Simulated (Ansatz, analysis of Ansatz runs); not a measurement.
## How often does S try the jump in Al5AgS8 (F-43m)?

Aim: the prefactor of a hop in Al5AgS8 (F-43m) (V_S hop (3.2 Å), charge +2) from the modes of the moving atom at the start and at the top of a path found beforehand. Model: a cell of 56 host atoms with 1 S taken out.

Method: plane-wave PAW DFT, PBEsol; finite-difference force constants of the moving atom alone, in Ansatz 0.2.0.

## 1. Set-up

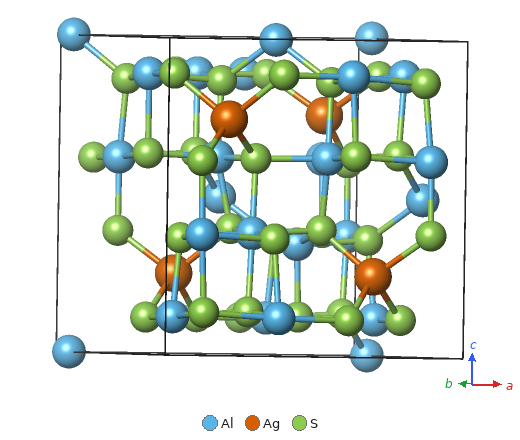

Start, viewed slightly off an axis; aluminium blue, silver orange, sulfur green. Bonds to atoms that aren't drawn are left out. Some periodic images of atoms are drawn too.

The cell holds 55 atoms: 20 Al, 4 Ag and 31 S. Cell: a = 10.073 Å, b = 10.073 Å, c = 10.073 Å, α = 90.0°, β = 90.0°, γ = 90.0°. It derives from Al5AgS8 (space group F-43m). Nearest the centre at fractional (0.500, 0.113, 0.500): S25 at 1.45 Å, Al9 at 1.94 Å, Al15 at 1.95 Å, S37 at 2.69 Å, S35 at 2.70 Å, Al6 at 2.81 Å, Al4 at 3.17 Å, S52 at 3.17 Å. The cell carries charge +2.

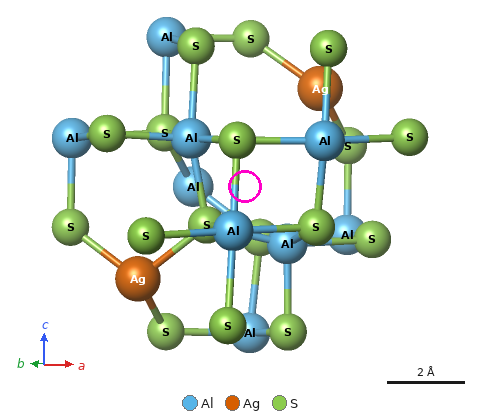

The atoms within 5 Å of the centre. A ring marks the centre wherever it is empty.

The cell's shortest repeat is 10.1 Å.

## 2. Vibrations of the moving atom at the start point

Harmonic transition-state theory takes the prefactor from the modes at the minimum and at the top. Only the moving atom is displaced, by 0.02 Å, which takes six displaced runs and a reference; the host's atoms are held.

Input file qp2.start.modes/input.yaml:

```yaml
crystal:
  lattice:
    - [10.0726001, 0.0, 0.0]
    - [0.0, 0.0, -10.0726001]
    - [0.0, 10.0726001, 0.0]
  atoms:
    - { symbol: Al, position: [0.11674626, 0.38388411, 0.61803195] }
    - { symbol: Al, position: [0.12004132, 0.88138212, 0.11958633] }
    - { symbol: Al, position: [0.61855521, 0.38393244, 0.11624463] }
    - { symbol: Al, position: [0.62338437, 0.85146237, 0.62290663] }
    - { symbol: Al, position: [0.37587765, 0.38505729, 0.88479784] }
    - { symbol: Al, position: [0.38553409, 0.88550239, 0.38512052] }
    - { symbol: Al, position: [0.88512895, 0.38502458, 0.37554534] }
    - { symbol: Al, position: [0.88509891, 0.87583484, 0.88466917] }
    - { symbol: Al, position: [0.35164976, 0.12328784, 0.62312633] }
    - { symbol: Al, position: [0.38153892, 0.61992475, 0.11964488] }
    - { symbol: Al, position: [0.88393323, 0.11840356, 0.11617547] }
    - { symbol: Al, position: [0.8840348, 0.61654386, 0.61797585] }
    - { symbol: Al, position: [0.1166573, 0.11833457, 0.88355678] }
    - { symbol: Al, position: [0.12012926, 0.61984986, 0.38099637] }
    - { symbol: Al, position: [0.62350099, 0.12324815, 0.35127391] }
    - { symbol: Al, position: [0.61854124, 0.61650902, 0.88346688] }
    - { symbol: Al, position: [-0.00442389, -0.00443171, 0.49526433] }
    - { symbol: Al, position: [0.00134235, 0.50118975, 0.00086433] }
    - { symbol: Al, position: [0.49574759, -0.00447718, -0.00489148] }
    - { symbol: Al, position: [0.49566208, 0.49538525, 0.49525368] }
    - { symbol: Ag, position: [0.2546746, 0.24482147, 0.25419469] }
    - { symbol: Ag, position: [0.25456179, 0.75446667, 0.7446405] }
    - { symbol: Ag, position: [0.75735049, 0.2573412, 0.75692355] }
    - { symbol: Ag, position: [0.74512279, 0.75446479, 0.2541296] }
    - { symbol: S, position: [0.39818247, 0.12121015, 0.39778684] }
    - { symbol: S, position: [0.38632925, 0.61695917, 0.88667997] }
    - { symbol: S, position: [0.88390398, 0.10840691, 0.88339116] }
    - { symbol: S, position: [0.88718665, 0.6169316, 0.38580127] }
    - { symbol: S, position: [0.11564442, 0.11440711, 0.11521781] }
    - { symbol: S, position: [0.11570983, 0.61554712, 0.61403992] }
    - { symbol: S, position: [0.61457133, 0.61559602, 0.11516823] }
    - { symbol: S, position: [0.11707089, 0.38690909, 0.38582139] }
    - { symbol: S, position: [0.11701519, 0.88614918, 0.88664827] }
    - { symbol: S, position: [0.60845363, 0.38378255, 0.88349455] }
    - { symbol: S, position: [0.62122475, 0.89788117, 0.39758452] }
    - { symbol: S, position: [0.3863305, 0.38699709, 0.11670502] }
    - { symbol: S, position: [0.3980701, 0.89791971, 0.62085328] }
    - { symbol: S, position: [0.88398185, 0.38380339, 0.60810372] }
    - { symbol: S, position: [0.88709789, 0.88622196, 0.11660201] }
    - { symbol: S, position: [0.36607839, 0.1356625, 0.86405969] }
    - { symbol: S, position: [0.3689575, 0.63800972, 0.36848177] }
    - { symbol: S, position: [0.86442125, 0.13566692, 0.36563489] }
    - { symbol: S, position: [0.8657967, 0.63170435, 0.86526165] }
    - { symbol: S, position: [0.1219074, 0.13309791, 0.6328463] }
    - { symbol: S, position: [0.13522751, 0.63509237, 0.13475129] }
    - { symbol: S, position: [0.63320774, 0.13313991, 0.12150323] }
    - { symbol: S, position: [0.63331512, 0.62172816, 0.63273937] }
    - { symbol: S, position: [0.13185057, 0.36559287, 0.86531319] }
    - { symbol: S, position: [0.1381352, 0.86881419, 0.36848997] }
    - { symbol: S, position: [0.6358142, 0.36432486, 0.36559381] }
    - { symbol: S, position: [0.63580982, 0.86591158, 0.86390147] }
    - { symbol: S, position: [0.36609402, 0.36429097, 0.6354182] }
    - { symbol: S, position: [0.36891782, 0.86883177, 0.13769601] }
    - { symbol: S, position: [0.86572844, 0.36560967, 0.13134313] }
    - { symbol: S, position: [0.86441152, 0.86591, 0.6352991] }
  symmetry: { detect: false }
total_charge: 2
basis:
  ecutwfc: 420
  xc_grid: 2
hamiltonian:
  xc: pbesol
kpoints:
  mp_grid: { grid: [1, 1, 1], shift: [0.25, 0.25, 0.25] }
scf:
  occupations: { method: fixed }
  max_iter: 100
phonons:
  supercell: [1, 1, 1]
  displaced_sites: [24]
  amplitude: 0.02
```

Launch:

```bash
$ ansatz run input.yaml --threads 4 --pin off --max-ram 7536MiB --backend cpu --events-out ev --progress --plain --runs-dir out
```

Numbers of over 12 decimals in the logs are rounded to 6 here.

The log of the run:

```text
[... repeated set-up lines and file paths are left out, and long positions are rounded to six places ...]
Engine: ansatz 0.2.0, x86_64-unknown-linux-gnu
Pseudopotentials: kind: paw
Pseudopotential: Al, paw, valence charge 3, recommended cutoff 420 eV (normal), Al.paw.azcp
Pseudopotential: Ag, paw, valence charge 19, recommended cutoff 420 eV (normal), Ag.paw.azcp
Pseudopotential: S, paw, valence charge 6, recommended cutoff 420 eV (normal), S.paw.azcp
Functional definition: PBEsol
  exchange = pbesol_x
  correlation = pbesol_c
Crystal: 55 atoms, lattice volume = 1021.939 Å³
Basis set: ecut = 420 eV, 20005 PW (Γ), exchange–correlation on 144×144×144 points (8 copies of the dense FFT grid, shifted against one another)
Bands: 215, of which v1, the nominal top of the filled ones, is band 160 counted from 1 (159 counted from 0)
Symmetry: 1 space group operations
k-points: 1
Non-local potential: Al, projectors of the file, l = 0: 2, l = 1: 2, l = 2: 1
Non-local potential: Ag, projectors of the file, l = 0: 3, l = 1: 2, l = 2: 2, l = 3: 1
Non-local potential: S, projectors of the file, l = 0: 2, l = 1: 2, l = 2: 2
PAW form: soft (Blöchl's): semilocal exchange-correlation on the pseudo side does not see the compensation charge
PAW frozen core: Al, regenerated for the run's functional, and the local potential with it (the file was generated under x = pbe(κ = 0.804, μ = 0.219515), c = pbe(β = 0.066725))
PAW frozen core: Ag, regenerated for the run's functional, and the local potential with it (the file was generated under x = pbe(κ = 0.804, μ = 0.219515), c = pbe(β = 0.066725))
PAW frozen core: S, regenerated for the run's functional, and the local potential with it (the file was generated under x = pbe(κ = 0.804, μ = 0.219515), c = pbe(β = 0.066725))
PAW one-centre angular grid: Al, 110 points (default); XC on 64 Gauss nodes
PAW one-centre angular grid: Ag, 590 points (default); XC on 64 Gauss nodes
PAW one-centre angular grid: S, 110 points (default); XC on 64 Gauss nodes
Initial density: superposition of atomic densities (neutral atoms scaled as one to the charged cell's electrons: chi_scale 0, normalization atom), corrected by the library's trained network
Initial wavefunctions: pseudopotential atomic-orbital guess
Functional: x = pbesol(κ = 0.804, μ = 0.123457), c = pbesol(β = 0.046)
SCF iter   1: F=—  HF=-68081.096529 eV  |F-HF|=—  |Δ(HF+E_count)|=         —  Δρ=1.36e-2  dr2=3.07e0  ethr=1.77e-3  ⟨swp⟩=4.0  Hψ=748  notcnv=0  defer=51
preconditioner: auto → Resta (q_TF=auto, 2.248 Å⁻¹)  ε∞=4.9  [insulator: Δε(μ)=1.992 eV  Ē_g=9.977 eV  n_scr=178 (ndim 8)  ℏωp=19.7 eV  f_vac=0.001  ε∞_Penn≈4.9]
SCF iter   2: F=—  HF=-68080.352744 eV  |F-HF|=—  |Δ(HF+E_count)|=   7.44e-1  Δρ=3.78e-3  dr2=1.91e-1  ethr=9.59e-4  ⟨swp⟩=2.0  Hψ=412  notcnv=0  defer=51
SCF iter   3: F=—  HF=-68080.321076 eV  |F-HF|=—  |Δ(HF+E_count)|=   3.17e-2  Δρ=1.55e-3  dr2=7.07e-2  ethr=5.96e-5  ⟨swp⟩=2.0  Hψ=326  notcnv=0  defer=53
SCF iter   4: F=—  HF=-68080.306850 eV  |F-HF|=—  |Δ(HF+E_count)|=   1.42e-2  Δρ=6.71e-4  dr2=1.02e-2  ethr=2.21e-5  ⟨swp⟩=3.0  Hψ=328  notcnv=0  defer=53
SCF iter   5: F=—  HF=-68080.304708 eV  |F-HF|=—  |Δ(HF+E_count)|=   2.14e-3  Δρ=3.13e-4  dr2=1.34e-3  ethr=3.18e-6  ⟨swp⟩=2.0  Hψ=323  notcnv=0  defer=53
SCF iter   6: F=—  HF=-68080.304499 eV  |F-HF|=—  |Δ(HF+E_count)|=   2.09e-4  Δρ=9.31e-5  dr2=1.02e-4  ethr=4.18e-7  ⟨swp⟩=2.0  Hψ=330  notcnv=0  defer=53
SCF iter   7: F=—  HF=-68080.304621 eV  |F-HF|=—  |Δ(HF+E_count)|=   1.22e-4  Δρ=2.22e-5  dr2=8.94e-6  ethr=3.18e-8  ⟨swp⟩=2.0  Hψ=328  notcnv=0  defer=47
SCF iter   8: F=—  HF=-68080.304061 eV  |F-HF|=—  |Δ(HF+E_count)|=   5.60e-4  Δρ=8.47e-6  dr2=1.59e-6  ethr=2.79e-9  ⟨swp⟩=2.0  Hψ=359  notcnv=0  defer=47
SCF iter   9: F=—  HF=-68080.304062 eV  |F-HF|=—  |Δ(HF+E_count)|=   9.82e-7  Δρ=2.77e-6  dr2=1.73e-7  ethr=4.96e-10  ⟨swp⟩=2.0  Hψ=280  notcnv=0  defer=47
SCF iter  10: F=—  HF=-68080.304062 eV  |F-HF|=—  |Δ(HF+E_count)|=   8.88e-8  Δρ=1.37e-6  dr2=2.61e-8  ethr=5.41e-11  ⟨swp⟩=2.0  Hψ=318  notcnv=0  defer=47
[...]
SCF 1 converged in 13 iterations: F = -68080.304062 eV  dr2 = 5.20e-11
  greatest PAW one-centre occupation: 1.001 electrons in one spin orbital (limit 2), on the Ag atom at site 23 (counted from 0), in its partial waves of l = 0
Initial density: handed on by an earlier stage of this run
Initial wavefunctions: those handed on with the density
[...]
SCF 2 converged in 9 iterations: F = -68080.301806 eV  dr2 = 4.17e-11
[...]
SCF 3 converged in 6 iterations: F = -68080.301905 eV  dr2 = 8.68e-11
[...]
SCF 4 converged in 8 iterations: F = -68080.301822 eV  dr2 = 9.60e-11
[...]
SCF 5 converged in 6 iterations: F = -68080.301891 eV  dr2 = 8.91e-11
[...]
SCF iter   7: F=—  HF=-68080.301962 eV  |F-HF|=—  |Δ(HF+E_count)|=   2.56e-9  Δρ=1.87e-7  dr2=6.35e-10  ethr=2.89e-12  ⟨swp⟩=2.0  Hψ=309  notcnv=0  defer=47
SCF iter   8: F=—  HF=-68080.301962 eV  |F-HF|=—  |Δ(HF+E_count)|=  3.06e-10  Δρ=9.25e-8  dr2=1.01e-10  ethr=1.00e-12  ⟨swp⟩=4.0  Hψ=677  notcnv=0
SCF iter   9: F=-68080.301962 eV  HF=-68080.301962 eV  |F-HF|=0.00e0  |Δ(HF+E_count)|=  1.46e-11  Δρ=5.81e-8  dr2=3.52e-11  ethr=1.00e-12  ⟨swp⟩=4.0  Hψ=639  notcnv=0
SCF 6 converged in 9 iterations: F = -68080.301962 eV  dr2 = 3.52e-11
iter 1 solved again at ethr=5.92e-10 eV; its pass at ethr=3.10e-3 eV (dr2=1.89e-6 eV) is discarded
SCF iter   1: F=—  HF=-68080.302915 eV  |F-HF|=—  |Δ(HF+E_count)|=         —  Δρ=1.83e-5  dr2=1.34e-6  ethr=5.92e-10  ⟨swp⟩=3.0  Hψ=778  notcnv=0  defer=47
SCF iter   2: F=—  HF=-68080.301925 eV  |F-HF|=—  |Δ(HF+E_count)|=   9.90e-4  Δρ=9.79e-6  dr2=3.84e-7  ethr=4.18e-10  ⟨swp⟩=2.0  Hψ=312  notcnv=0  defer=47
SCF iter   3: F=—  HF=-68080.301925 eV  |F-HF|=—  |Δ(HF+E_count)|=   4.53e-8  Δρ=1.88e-6  dr2=3.23e-8  ethr=1.20e-10  ⟨swp⟩=2.0  Hψ=299  notcnv=0  defer=47
SCF iter   4: F=—  HF=-68080.301925 eV  |F-HF|=—  |Δ(HF+E_count)|=   5.28e-9  Δρ=5.92e-7  dr2=3.93e-9  ethr=1.01e-11  ⟨swp⟩=2.0  Hψ=267  notcnv=0  defer=47
SCF iter   5: F=—  HF=-68080.301925 eV  |F-HF|=—  |Δ(HF+E_count)|=  2.33e-10  Δρ=3.25e-7  dr2=1.10e-9  ethr=1.23e-12  ⟨swp⟩=2.0  Hψ=321  notcnv=0  defer=47
SCF iter   6: F=-68080.301925 eV  HF=-68080.301925 eV  |F-HF|=2.91e-11  |Δ(HF+E_count)|=  1.02e-10  Δρ=1.00e-7  dr2=9.42e-11  ethr=1.00e-12  ⟨swp⟩=3.0  Hψ=730  notcnv=0
SCF 7 converged in 6 iterations: F = -68080.301925 eV  dr2 = 9.42e-11
SCF converged after 13 iterations
Free energy (F): -68080.304062 eV
Harris-Foulkes:  -68080.304062 eV  (|F-HF|=2.91e-11)
Internal energy: -68080.304062 eV  (E = F + TS)
E sigma→0 (E₀):  -68080.304062 eV
Fermi energy:    6.714289 eV
--- Per-component energies (eV) ---
  E_band       = -1419.055997
  E_kinetic    = 5916.221724
  E_local      = -20481.238143  (includes V_loc(G=0)·N_el)
  E_nonlocal   = 1399.843168
  E_hartree    = 8926.619626
  E_xc         = -4507.871330
  E_vxc        = -4238.653507  (∫ρ·V_xc dr)
  E_paw        = -42539.312334  (= ΣΔE_a)
  E_vpaw       = -1868.469793  (= ΣTr[D̂ρ^β])
  E_aug_tail   = 0.001166  (compensation charges beyond the density's cutoff)
  E_ewald      = -16798.162103
  E_core_change = 3.594165  (= ΣΔE_core)
  E_smearing   = -0.000000  (= −TS)
  E_closure    = 0.000000  (closes the sum)
  E_deformation_potential = 26.803176  (in the stress; not in F)
  Σ components = -68080.304062   (vs F -68080.304062, Δ=0.00e0)
--- Forces (eV/Å), atoms counted from 1 ---
  atom   1  Al     0.00048623    -0.00385790    -0.00316254
  atom   2  Al    -0.00286986    -0.00144997    -0.00100862
  [... 1 atom left out ...]
  atom   4  Al     0.01153664     0.01079725    -0.00377576
  [... 1 atom left out ...]
  atom   6  Al    -0.00589787    -0.00340255     0.00470723
  [... 2 atoms left out ...]
  atom   9  Al     0.00523578     0.00679682    -0.00743851
  [... 5 atoms left out ...]
  atom  15  Al     0.00821131     0.00030481    -0.01155465
  [... 5 atoms left out ...]
  atom  21  Ag    -0.00709930    -0.00791547    -0.00609825
  [... 3 atoms left out ...]
  atom  25  S     -0.00077013    -0.00005078     0.00261703
  [... 9 atoms left out ...]
  atom  35  S      0.00145844     0.00094550    -0.00152839
  [... 1 atom left out ...]
  atom  37  S      0.00043454    -0.00209256    -0.00233256
  [... 12 atoms left out ...]
  atom  50  S      0.00037965     0.00061756     0.00096861
  [... 1 atom left out ...]
  atom  52  S     -0.00299350    -0.00076730    -0.00087843
  [... 3 atoms left out ...]
  max |Σ_I F_I| component: 2.41e-6 eV/Å
--- Band table (eV) ---
  k-point 0: bands = ["-84.0098", "-83.8683", "-83.8681", "-83.8677", [... 207 left out ...] "12.7380", "12.7388", "12.8744", "12.8747"]
--- Phonons: 6 displaced members + reference (amplitude 0.02 Å, Σ member SCF iterations 44) ---
  symmetry images taken by strict's conditions (phonons.symmetry_images: auto; settled by no image being taken that strict refuses)
  force constants formed among 1 of 55 sites (S 24); the other 54 at rest. The modes move the named sites alone.
  the frequencies, the zero-point energy and the sums are of the block with the acoustic sum rule laid on its rows. Row sums over every site: 5.1e-5 eV/Å² at the most
  transpose residual: 5.1e-4 eV/Å²
  largest component of a force at the reference: 2.6e-3 eV/Å on a named site, 1.2e-2 eV/Å on a site at rest
  frequencies among the named sites at Γ of the cell (cm⁻¹): 241.05 309.81 350.59
  unstable modes among the named sites: 0
  frequencies as built, with no sum rule (cm⁻¹): 241.05 309.81 350.59
  zero-point energy: 0.055883 eV/cell   skipped modes (ω ≤ 0): 0
  not written: the harmonic force-constant file, the file of eigenvectors (these modes' are written with the force constants), the density of states and the dispersion, which are of every site
```

Elapsed: 52 s, on 4 threads of Intel Xeon 6975P-C (Granite Rapids), shared host; peak memory 1.6 GiB; 3.2 min of CPU time.

Reading the cycles: dr2 is the Hartree energy of the density residual (eV), the measure of convergence; HF is the Harris–Foulkes estimate of the energy, which meets the free energy F at convergence.

This step gave:

* free energy: -68080.3041 eV
* frequencies of moving atom: 241.1, 309.8, 350.6 cm⁻¹ (negative: imaginary)

The three modes are 241, 310 and 351 cm⁻¹: all real, a minimum for this atom with the others held.

(Continued in part 2 of 2.)

[Logs are printed without paths, hosts, clocks, repeated set-up lines and the standing remarks that a program may print on its own settings, such as how far it seeks lower states.]

[Hosts, paths, dates, database ids (printed as entryN), source tags and the programs' standing remarks are cut or masked in the printed files.]
